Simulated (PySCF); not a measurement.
# CF3CH2CF3: NMR shifts in gas and solvents, part 2 of 2

PySCF 2.14.0. Atoms count from 0. Earlier steps stand in the parts before.

**5. NMR shieldings: wB97X-D/pcSseg-2**

The job: settings as JSON, then the geometry in Å.

```
{"job": {"kind": "nmr", "xc": "wB97X-D", "basis": "pcSseg-2", "pop": false}, "charge": 0, "multiplicity": 1}
F      2.161921    -0.881934    -0.614597
C      1.272834     0.060118    -0.271601
F      1.717511     0.644946     0.840534
F      1.267574     0.976955    -1.240349
C     -0.082056    -0.586875    -0.084820
C     -1.206745     0.336186     0.328954
F     -1.429478     1.296796    -0.568569
F     -0.979356     0.921450     1.505106
F     -2.335088    -0.376720     0.445562
H      0.014627    -1.363661     0.673863
H     -0.362736    -1.055013    -1.028569
```

With the program's defaults for keys left out, this is: GIAO wB97X-D/pcSseg-2 NMR shielding, non-relativistic, gas phase.

Log:

```text
coarse grid: 11016 points
cycle   1  E = -714.4031767295  dE =  1.784e+00  |g| = 1.374e+00  |ddm| = 2.295e+00
cycle   2  E = -714.3269683349  dE =  7.621e-02  |g| = 1.669e+00  |ddm| = 1.207e+00
cycle   3  E = -714.7152089781  dE = -3.882e-01  |g| = 7.207e-02  |ddm| = 6.117e-01
cycle   4  E = -714.7159811016  dE = -7.721e-04  |g| = 2.992e-02  |ddm| = 5.168e-02
cycle   5  E = -714.7161431438  dE = -1.620e-04  |g| = 6.930e-03  |ddm| = 2.048e-02
cycle   6  E = -714.7161504978  dE = -7.354e-06  |g| = 2.637e-03  |ddm| = 4.236e-03
final grid: 113992 points
cycle   7  E = -714.7125890380  dE = -3.151e-04  |g| = 1.560e-02  |ddm| = 5.299e-02
cycle   8  E = -714.7125878353  dE =  1.203e-06  |g| = 1.608e-02  |ddm| = 1.161e-02
cycle   9  E = -714.7126201310  dE = -3.230e-05  |g| = 1.187e-03  |ddm| = 5.574e-03
cycle  10  E = -714.7126203693  dE = -2.383e-07  |g| = 4.178e-04  |ddm| = 8.448e-04
cycle  11  E = -714.7126204001  dE = -3.080e-08  |g| = 7.197e-05  |ddm| = 3.591e-04
cycle  12  E = -714.7126204010  dE = -8.881e-10  |g| = 3.111e-05  |ddm| = 7.770e-05
converged SCF energy = -714.7126204010

GIAO shielding tensors (ppm)
atom      isotropic    diamagn.    paramagn.     s11        s22        s33       span
  0 F      246.348     466.617    -220.269    161.026    236.820    341.198    180.173
  1 C       51.068     239.769    -188.701     47.435     52.310     53.459      6.024
  2 F      256.352     468.220    -211.868    170.551    265.694    332.812    162.261
  3 F      255.360     468.185    -212.825    169.243    263.441    333.397    164.153
  4 C      142.776     248.662    -105.886    126.754    138.611    162.963     36.209
  5 C       51.100     239.785    -188.686     47.446     52.354     53.499      6.053
  6 F      255.926     468.223    -212.297    169.894    264.790    333.093    163.199
  7 F      255.943     468.205    -212.262    170.054    264.643    333.132    163.078
  8 F      246.527     466.637    -220.110    161.298    237.112    341.172    179.875
  9 H       28.972      30.466      -1.494     25.215     29.146     32.556      7.341
 10 H       28.969      30.486      -1.517     25.258     29.132     32.518      7.260
```

Run time: 81 s. Hardware: 1 thread of Arm Neoverse V2, shared host; peak memory 1.6 GiB.

In short: δ C1 135.2, C4 43.5, F0 -67.8, H9 2.66 ppm (means over like atoms).

**6. Nuclear shieldings: B97-2/pcSseg-2**

The job, as its differences from that of step 5:

```diff
@@ -1,2 +1,2 @@
-{"job": {"kind": "nmr", "xc": "wB97X-D", "basis": "pcSseg-2", "pop": false}, "charge": 0, "multiplicity": 1}
+{"job": {"kind": "nmr", "xc": "B97-2", "basis": "pcSseg-2", "pop": false}, "charge": 0, "multiplicity": 1}
 F      2.161921    -0.881934    -0.614597
```

Level: GIAO B97-2/pcSseg-2 NMR shielding, non-relativistic, gas phase.

Log:

```text
coarse grid: 11016 points
cycle   1  E = -714.4420306600  dE =  1.608e+00  |g| = 1.314e+00  |ddm| = 2.320e+00
cycle   2  E = -714.1006819998  dE =  3.413e-01  |g| = 2.047e+00  |ddm| = 1.269e+00
cycle   3  E = -714.7068450561  dE = -6.062e-01  |g| = 8.585e-02  |ddm| = 7.917e-01
cycle   4  E = -714.7079142317  dE = -1.069e-03  |g| = 4.990e-02  |ddm| = 8.849e-02
cycle   5  E = -714.7084298372  dE = -5.156e-04  |g| = 7.148e-03  |ddm| = 3.248e-02
cycle   6  E = -714.7084355268  dE = -5.690e-06  |g| = 3.225e-03  |ddm| = 3.928e-03
cycle   7  E = -714.7084370189  dE = -1.492e-06  |g| = 4.183e-04  |ddm| = 1.640e-03
final grid: 113992 points
cycle   8  E = -714.6907394358  dE = -1.444e-04  |g| = 1.289e-02  |ddm| = 5.255e-02
cycle   9  E = -714.6907223251  dE =  1.711e-05  |g| = 1.684e-02  |ddm| = 1.026e-02
cycle  10  E = -714.6907595577  dE = -3.723e-05  |g| = 1.308e-03  |ddm| = 6.132e-03
cycle  11  E = -714.6907598837  dE = -3.261e-07  |g| = 2.087e-04  |ddm| = 9.701e-04
cycle  12  E = -714.6907598913  dE = -7.569e-09  |g| = 7.018e-05  |ddm| = 1.863e-04
cycle  13  E = -714.6907598920  dE = -7.315e-10  |g| = 2.293e-05  |ddm| = 4.715e-05
converged SCF energy = -714.6907598920

GIAO shielding tensors (ppm)
atom      isotropic    diamagn.    paramagn.     s11        s22        s33       span
  0 F      245.002     467.296    -222.294    160.462    234.323    340.220    179.758
  1 C       51.630     240.038    -188.408     47.960     52.860     54.068      6.108
  2 F      255.232     469.281    -214.049    170.395    263.035    332.266    161.871
  3 F      254.258     469.244    -214.986    169.101    260.833    332.840    163.738
  4 C      143.399     249.893    -106.494    127.706    139.464    163.026     35.320
  5 C       51.666     240.065    -188.399     47.975     52.910     54.113      6.139
  6 F      254.830     469.283    -214.453    169.766    262.185    332.539    162.772
  7 F      254.839     469.263    -214.424    169.922    262.012    332.582    162.660
  8 F      245.198     467.315    -222.117    160.765    234.630    340.200    179.436
  9 H       28.965      30.880      -1.915     25.233     29.170     32.491      7.258
 10 H       28.960      30.903      -1.943     25.274     29.154     32.453      7.179
```

It took 53 s on 1 thread of Arm Neoverse V2, shared host; peak memory 1.5 GiB.

Key values: δ C1 133.7, C4 42.0, F0 -75.6, H9 2.67 ppm (means over like atoms).

**7. Nuclear shieldings: WP04/pcSseg-2 in chloroform**

The job, as its differences from that of step 6:

```diff
@@ -1,2 +1,2 @@
-{"job": {"kind": "nmr", "xc": "B97-2", "basis": "pcSseg-2", "pop": false}, "charge": 0, "multiplicity": 1}
+{"job": {"kind": "nmr", "xc": "WP04", "basis": "pcSseg-2", "pop": false, "solvent": "chloroform"}, "charge": 0, "multiplicity": 1}
 F      2.161921    -0.881934    -0.614597
```

Method: GIAO WP04/pcSseg-2 NMR shielding, non-relativistic, IEF-PCM chloroform.

Log:

```text
coarse grid: 11016 points
cycle   1  E = -727.1926405693  dE =  1.638e+00  |g| = 1.850e+00  |ddm| = 2.320e+00
cycle   2  E = -726.3468307423  dE =  8.458e-01  |g| = 3.056e+00  |ddm| = 1.723e+00
cycle   3  E = -727.6579269264  dE = -1.311e+00  |g| = 1.721e-01  |ddm| = 1.178e+00
cycle   4  E = -727.6630940688  dE = -5.167e-03  |g| = 8.015e-02  |ddm| = 1.717e-01
cycle   5  E = -727.6644239046  dE = -1.330e-03  |g| = 1.888e-02  |ddm| = 5.786e-02
cycle   6  E = -727.6644794035  dE = -5.550e-05  |g| = 5.715e-03  |ddm| = 1.033e-02
cycle   7  E = -727.6644834674  dE = -4.064e-06  |g| = 1.571e-03  |ddm| = 2.559e-03
final grid: 113992 points
cycle   8  E = -727.6476135620  dE = -2.054e-04  |g| = 8.823e-03  |ddm| = 5.388e-02
cycle   9  E = -727.6475979225  dE =  1.564e-05  |g| = 1.344e-02  |ddm| = 9.783e-03
cycle  10  E = -727.6476264438  dE = -2.852e-05  |g| = 8.024e-04  |ddm| = 5.688e-03
cycle  11  E = -727.6476265103  dE = -6.643e-08  |g| = 4.583e-04  |ddm| = 6.607e-04
cycle  12  E = -727.6476265524  dE = -4.217e-08  |g| = 5.159e-05  |ddm| = 2.916e-04
cycle  13  E = -727.6476265528  dE = -3.909e-10  |g| = 2.026e-05  |ddm| = 3.437e-05
converged SCF energy = -727.6476265528

GIAO shielding tensors (ppm)
atom      isotropic    diamagn.    paramagn.     s11        s22        s33       span
  0 F      245.656     470.389    -224.733    155.918    232.514    348.537    192.619
  1 C       33.631     240.684    -207.052     32.728     33.469     34.696      1.968
  2 F      254.378     472.202    -217.825    164.428    257.294    341.411    176.984
  3 F      253.489     472.200    -218.711    163.257    255.277    341.933    178.675
  4 C      131.010     247.300    -116.290    115.038    127.083    150.908     35.870
  5 C       33.672     240.703    -207.032     32.750     33.518     34.747      1.997
  6 F      254.023     472.225    -218.202    163.857    256.522    341.690    177.833
  7 F      254.020     472.197    -218.176    164.005    256.367    341.689    177.684
  8 F      245.857     470.402    -224.545    156.233    232.827    348.510    192.276
  9 H       28.679      30.095      -1.416     24.967     28.889     32.182      7.215
 10 H       28.678      30.120      -1.442     25.008     28.878     32.149      7.140
```

Run time: 58 s. Hardware: 1 thread of Arm Neoverse V2, shared host; peak memory 1.5 GiB.

Key values: δ C1 141.5, C4 44.1, F0 -72.3, H9 3.19 ppm (means over like atoms).

**8. NMR shieldings: wB97X-D/pcSseg-2 in chloroform**

The job, as its differences from that of step 7:

```diff
@@ -1,2 +1,2 @@
-{"job": {"kind": "nmr", "xc": "WP04", "basis": "pcSseg-2", "pop": false, "solvent": "chloroform"}, "charge": 0, "multiplicity": 1}
+{"job": {"kind": "nmr", "xc": "wB97X-D", "basis": "pcSseg-2", "pop": false, "solvent": "chloroform"}, "charge": 0, "multiplicity": 1}
 F      2.161921    -0.881934    -0.614597
```

Level: GIAO wB97X-D/pcSseg-2 NMR shielding, non-relativistic, IEF-PCM chloroform.

Log:

```text
coarse grid: 11016 points
cycle   1  E = -714.4139675068  dE =  1.773e+00  |g| = 1.362e+00  |ddm| = 2.294e+00
cycle   2  E = -714.3516842357  dE =  6.228e-02  |g| = 1.627e+00  |ddm| = 1.146e+00
cycle   3  E = -714.7202555749  dE = -3.686e-01  |g| = 7.107e-02  |ddm| = 5.767e-01
cycle   4  E = -714.7210062588  dE = -7.507e-04  |g| = 2.942e-02  |ddm| = 4.962e-02
cycle   5  E = -714.7211600341  dE = -1.538e-04  |g| = 6.805e-03  |ddm| = 2.016e-02
cycle   6  E = -714.7211670646  dE = -7.030e-06  |g| = 2.641e-03  |ddm| = 4.164e-03
final grid: 113992 points
cycle   7  E = -714.7175154270  dE = -3.149e-04  |g| = 1.562e-02  |ddm| = 5.295e-02
cycle   8  E = -714.7175148218  dE =  6.051e-07  |g| = 1.605e-02  |ddm| = 1.161e-02
cycle   9  E = -714.7175469485  dE = -3.213e-05  |g| = 1.129e-03  |ddm| = 5.355e-03
cycle  10  E = -714.7175471686  dE = -2.201e-07  |g| = 4.183e-04  |ddm| = 8.099e-04
cycle  11  E = -714.7175472005  dE = -3.195e-08  |g| = 6.855e-05  |ddm| = 3.638e-04
cycle  12  E = -714.7175472014  dE = -8.943e-10  |g| = 3.410e-05  |ddm| = 7.634e-05
cycle  13  E = -714.7175472016  dE = -2.067e-10  |g| = 8.384e-06  |ddm| = 3.257e-05
converged SCF energy = -714.7175472016

GIAO shielding tensors (ppm)
atom      isotropic    diamagn.    paramagn.     s11        s22        s33       span
  0 F      248.165     466.717    -218.552    162.529    239.240    342.727    180.198
  1 C       50.490     239.826    -189.336     48.658     50.875     51.937      3.278
  2 F      258.488     468.594    -210.106    172.385    268.160    334.918    162.533
  3 F      257.516     468.565    -211.049    171.121    265.946    335.480    164.359
  4 C      143.422     249.172    -105.750    127.524    139.175    163.568     36.044
  5 C       50.522     239.843    -189.321     48.669     50.920     51.977      3.308
  6 F      258.066     468.600    -210.534    171.745    267.264    335.189    163.444
  7 F      258.089     468.582    -210.493    171.911    267.135    335.221    163.309
  8 F      248.330     466.737    -218.408    162.782    239.522    342.686    179.904
  9 H       28.616      30.001      -1.385     24.724     28.705     32.419      7.695
 10 H       28.615      30.025      -1.409     24.769     28.695     32.382      7.613
```

It took 85 s on 1 thread of Arm Neoverse V2, shared host; peak memory 1.7 GiB.

In short: δ C1 136.6, C4 43.7, F0 -67.6, H9 3.00 ppm (means over like atoms).

**9. Side by side: NMR shifts**

Shifts (ppm), means over like atoms, with basis size and wall time (the measured row can stand on another reference than the computed rows):

```csv
run,C1,C4,H9,F0,functions,time
PBE0/pcSseg-2,135.0,42.5,2.67,-74.6,352,77 s
KT3/pcSseg-2,133.4,41.1,2.72,-93.0,352,88 s
wB97X-D/pcSseg-2,135.2,43.5,2.66,-67.8,352,81 s
B97-2/pcSseg-2,133.7,42.0,2.67,-75.6,352,53 s
WP04/pcSseg-2 in chloroform,141.5,44.1,3.19,-72.3,352,58 s
wB97X-D/pcSseg-2 in chloroform,136.6,43.7,3.00,-67.6,352,85 s
measured,–,–,–,-63.6,–,–
```

Measured: G. Saielli, R. Bini, A. Bagno, Computational 19F NMR. 2. Organic compounds, RSC Adv. 2014, ESI (exp. from Berger-Braun-Kalinowski 1994 and Everett 1995).

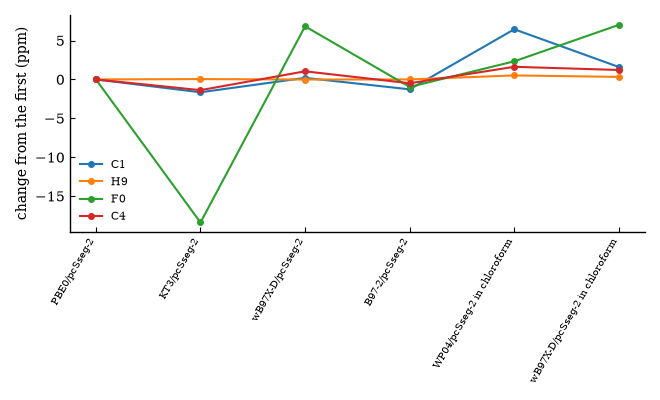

How the tabulated atoms move from run to run.

**10. Results**

This closing draws on all 2 parts.

```
                                                                 quantity                  value
                                                              point group                    C2v
                                     rotational constants (main isotopes)   2.92, 1.06, 1.05 GHz
  ¹³C shifts against TMS (PBE0/pcSseg-2, means over atoms taken as alike)        135.0, 42.5 ppm
   ¹H shifts against TMS (PBE0/pcSseg-2, means over atoms taken as alike)               2.67 ppm
¹⁹F shifts against CFCl3 (PBE0/pcSseg-2, means over atoms taken as alike)              -74.6 ppm
                                 measured, and computed on the same scale  F0 δ -63.6, -74.6 ppm
                                    surface potential, 1st and 99th percentile     -0.35 V and 1.83 V
                         range of the shift of C1 (wB97X-D/pcSseg-2 runs)     135.2 to 136.6 ppm
```

In words: Over 5 steps the energy fell by 0.052 eV; of the close pairs, F0–C1 changed most, 1.368 to 1.340 Å. No frequency check was run at this level, so the end point may be a saddle. At PBE0/pcSseg-2: The widest tensor belongs to F0, F2, F3, F6, F7, F8: span 170 ppm, with a paramagnetic part of -219 ppm. The one measured ¹⁹F shift is missed by -11.0 ppm (computed less measured, unscaled). Vibration, temperature and solvent are missing from the calculation, and it holds one conformer, so part of the miss against the measured shifts is not the functional's. At one level, wB97X-D/pcSseg-2: In ppm, C1 (with its like atoms) moves most: its shift spreads over 1.4 ppm, from 135.2 (wB97X-D/pcSseg-2) to 136.6 (wB97X-D/pcSseg-2 in chloroform). Part of that comes from the computed reference.
